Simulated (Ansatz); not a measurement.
```yaml
atoms:
  - { symbol: Sn, position_ang: [0.4418, -0.3306, -0.5004] }
  - { symbol: O, position_ang: [-0.6620, -0.3564, 2.4606] }
  - { symbol: H, position_ang: [-1.0850, -1.1836, 2.7338] }
  - { symbol: H, position_ang: [1.1933, -0.3987, -2.0582] }
  - { symbol: H, position_ang: [0.5184, 1.2943, 0.0474] }
  - { symbol: H, position_ang: [-1.1871, -0.8465, -0.6645] }
  - { symbol: P, position_ang: [1.6719, -1.7940, 1.0842] }
  - { symbol: H, position_ang: [0.7627, -2.8860, 0.9340] }
  - { symbol: H, position_ang: [2.6151, -2.3241, 0.1502] }
  - { symbol: H, position_ang: [0.2505, -0.4413, 2.8234] }
```

Core potentials replace the inner electrons of Sn; not at a stationary point (largest force 0.8 eV/Å).

All numbers below come from Ansatz, RKS B3LYP-D4/def2-SVP.

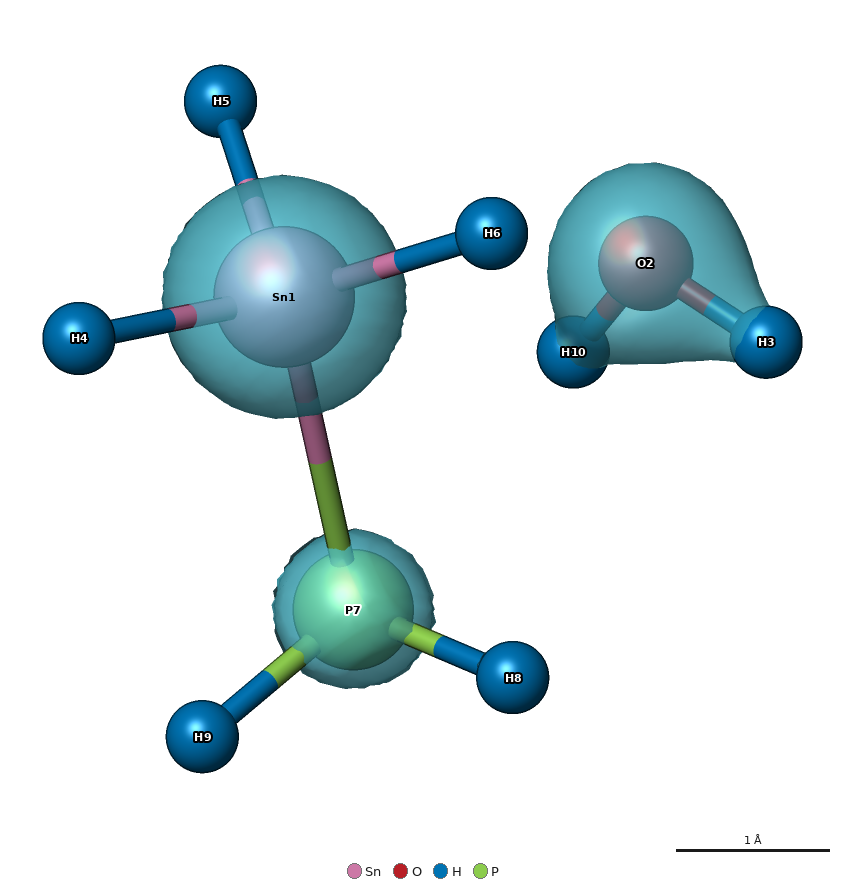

H₅PSn···H₂O. Isosurface of the electron density at 1.5 e/Å³ (cyan), seen at an oblique angle.

### How is the density connected at this value?

At this value the surface falls into eight separate pieces. It bridges the sampled O–H (0.97 Å) contacts, where the density stays above the isovalue. It is pinched off along the sampled Sn···O (3.16 Å), Sn–P (2.48 Å) and P–H (1.43 Å) contacts. On the grid the lowest density along these lines, outside the cores, is 0.08 e/Å³ (Sn···O, 3.16 Å), 0.53 e/Å³ (Sn–P, 2.48 Å), 2.4 e/Å³ (O–H, 0.97 Å) and 1 e/Å³ (P–H, 1.43 Å).
